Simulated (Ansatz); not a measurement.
**AlP2H (singlet): inputs that go wrong**

4 inputs are run for AlP2H (singlet) as typed; the log has to tell whether the result can be used and what must change.

Computed with Ansatz 0.2.0, Gaussian basis. Level: the settings change from run to run.

28 further runs of the same task are left out: 4 for a known fault of the program, 7 that didn't finish, 17 set aside as unsound or not needed.

### 1 The system

The geometry is a PBE0/def2-TZVP stationary point (not a proven minimum) of the parent state, kept for this charge and spin.

4 atoms, charge 0, spin multiplicity 1.

Atoms are counted from 1 here; the program's logs count them from 0.

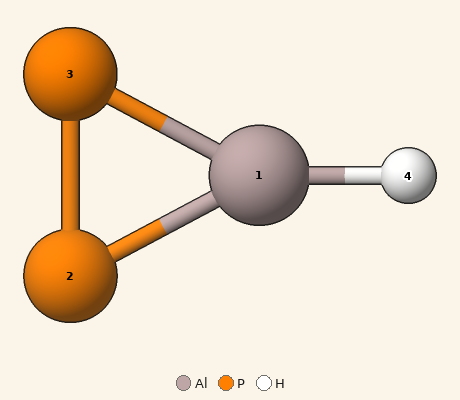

The structure; aluminium light grey, phosphorus orange, hydrogen white; atoms are numbered from 1 in the order of the file.

### 2 Try 1

Contents of in.yaml:

```yaml
crystal:
  periodic: [false, false, false]
  atoms:
    - {symbol: Al, position_ang: [0.000000, 0.000000, 1.352626]}
    - {symbol: P, position_ang: [0.000000, 1.064756, -0.636684]}
    - {symbol: P, position_ang: [0.000000, -1.064755, -0.636684]}
    - {symbol: H, position_ang: [0.000000, 0.000000, 2.921863]}
basis:
  gaussian: {orbitals: STO-3G}
correlation: {active_space: {window: {electrons: 2, orbitals: 2}, places: [1, 2]}}
```

Started as:

```bash
$ ansatz run in.yaml --threads 1 --pin off --events-out ev --progress --plain --max-ram 2393MiB
```

Output:

```text
Error: invalid value for `correlation.active_space`: name one of window, places and ras
```

Run time: 0.03 s. Hardware: 1 thread of Arm Neoverse V2, shared host.

**Diagnosis.** The run was refused. The active space is defined twice. Fix: keep one definition.

### 3 Try 2

Contents of in.yaml:

```yaml
crystal:
  periodic: [false, false, false]
  atoms:
    - {symbol: Al, position_ang: [0.000000, 0.000000, 1.352626]}
    - {symbol: P, position_ang: [0.000000, 1.064756, -0.636684]}
    - {symbol: P, position_ang: [0.000000, -1.064755, -0.636684]}
    - {symbol: H, position_ang: [0.000000, 0.000000, 2.921863]}
basis:
  gaussian: {orbitals: 6-31G}
magnetization: {spin_polarized: true, initial_magnetization: 1}
correlation: {method: mp2, electrons: outside_noble_gas}
accuracy: high
scf: {lower_state_search: off}
```

Same command.

Output:

```text
Error: a molecule whose nuclei and cores have a total charge of 44 cannot have a net charge of 0 together with 1 unpaired electrons
```

Wall time 0.03 s (1 thread of Arm Neoverse V2, shared host).

**Diagnosis.** The run was refused. The number of unpaired electrons doesn't fit the electron count. To mend it, make charge and initial_magnetization agree.

### 4 Try 3

Contents of in.yaml:

```yaml
crystal:
  periodic: [false, false, false]
  atoms:
    - {symbol: Al, position_ang: [0.000000, 0.000000, 1.352626]}
    - {symbol: P, position_ang: [0.000000, 1.064756, -0.636684]}
    - {symbol: P, position_ang: [0.000000, -1.064755, -0.636684]}
    - {symbol: H, position_ang: [0.000000, 0.000000, 2.921863]}
basis:
  gaussian: {orbitals: cc-pVDZ}
correlation: {active_space: {window: {electrons: 2, orbitals: 2}, states: [{multiplicity: 1, weights: [0]}]}}
```

The command is unchanged.

Output:

```text
Error: set 0 asks for 1 states and needs as many positive weights; it has [0.0]
```

Run time: 0.03 s. Hardware: 1 thread of Arm Neoverse V2, shared host.

Diagnosis: The run was refused. The list of states asked for (weights, spin or count) can't be met. To mend it, mend what the message names.

### 5 Try 4

Contents of in.yaml:

```yaml
crystal:
  periodic: [false, false, false]
  atoms:
    - {symbol: Al, position_ang: [0.000000, 0.000000, 0.715810]}
    - {symbol: P, position_ang: [0.000000, 0.563469, -0.336933]}
    - {symbol: P, position_ang: [0.000000, -0.563468, -0.336933]}
    - {symbol: H, position_ang: [0.000000, 0.000000, 1.546250]}
basis:
  gaussian: {orbitals: 6-31G}
correlation: {method: fic_mrcisd_q_relaxed, electrons: valence, active_space: {window: {electrons: 4, orbitals: 5}}}
```

Same command.

Output, shortened:

```text
Functional definition: HF
  name "HF"
  cite "Fock, Z. Phys. 61, 126 (1930) doi:10.1007/BF01340294"
  parent pbe
[...]
463 factors; integrals over basis functions are off by at most 1.3e-4 eV
[...]
mean field -25001.48444087 eV, -918.7876065872 hartree, gradient 2.7e-6 eV, S^2 0.000000; 0 other end points of the search recorded, 0 dependent functions left out; unrestricted orbitals would lower it
reference -25001.48444087 eV, -918.7876065872 hartree; 22, 22 occupied and 19, 19 virtual orbitals, 463 factors
state -25002.14489716 eV, -918.8118779082 hartree
contracted CI cycle   1: correlation 0.00000000 eV, 0.0000000000 hartree, residual 1.11e1 eV
contracted CI cycle   2: correlation -2.41492026 eV, -0.0887466827 hartree, residual 2.22e0 eV
contracted CI cycle   3: correlation -2.54596882 eV, -0.0935626284 hartree, residual 7.75e-1 eV
contracted CI cycle   4: correlation -2.56376226 eV, -0.0942165253 hartree, residual 3.99e-1 eV
[...]
contracted CI cycle   8: correlation -2.64341973 eV, -0.0971438834 hartree, residual 8.62e-2 eV
contracted CI cycle   9: correlation -2.64365975 eV, -0.0971527040 hartree, residual 4.58e-2 eV
contracted CI cycle  10: correlation -2.64372234 eV, -0.0971550041 hartree, residual 2.18e-2 eV
contracted CI cycle  11: correlation -2.64373582 eV, -0.0971554996 hartree, residual 1.02e-2 eV
contracted CI cycle  12: correlation -2.64373893 eV, -0.0971556138 hartree, residual 5.12e-3 eV
contracted CI cycle  13: correlation -2.64373971 eV, -0.0971556425 hartree, residual 2.45e-3 eV
contracted CI cycle  14: correlation -2.64373991 eV, -0.0971556497 hartree, residual 1.28e-3 eV
state -25002.07464759 eV, -918.8092962841 hartree; corrected -25004.90083011 eV, -918.9131565762 hartree
state -25002.10656010 eV, -918.8104690470 hartree; corrected -25004.90529438 eV, -918.9133206348 hartree
[...]
WARN: the results are in doubt because another end's mean lies 0.038 eV lower, and its corrected mean 0.004 eV higher
Total energy: -25004.90529438 eV, -918.9133206348 hartree
In doubt: another end's mean lies 0.038 eV lower, and its corrected mean 0.004 eV higher
```

Run time: 7.5 s. Hardware: 1 thread of Arm Neoverse V2, shared host.

What is wrong: The run converged, which proves nothing about the input. The coordinates are scaled by the bohr-ångström factor. The shortest distance is 0.83 Å, against 1.57 Å in the geometry of step 1. Its energy belongs to another geometry. Cure: restore the coordinates in ångström.

### 6 Summary

| try | level | ended | cause | time |
| --- | --- | --- | --- | --- |
| 1 | CASSCF(2,2)/STO-3G | refused | the active space is defined twice | 0.03 s |
| 2 | MP2 on UHF/6-31G | refused | the number of unpaired electrons doesn't fit the electron count | 0.03 s |
| 3 | CASSCF(2,2)/cc-pVDZ | refused | the list of states asked for (weights, spin or count) can't be met | 0.03 s |
| 4 | MRCISD+Q(relaxed)(4,5)/6-31G | converged | the coordinates are scaled by the bohr-ångström factor | 7.5 s |

3 refused, 1 converged. The input that converges on a wrong geometry or spin is the dangerous one: no error points at it, so geometry and ⟨S²⟩ have to be checked.
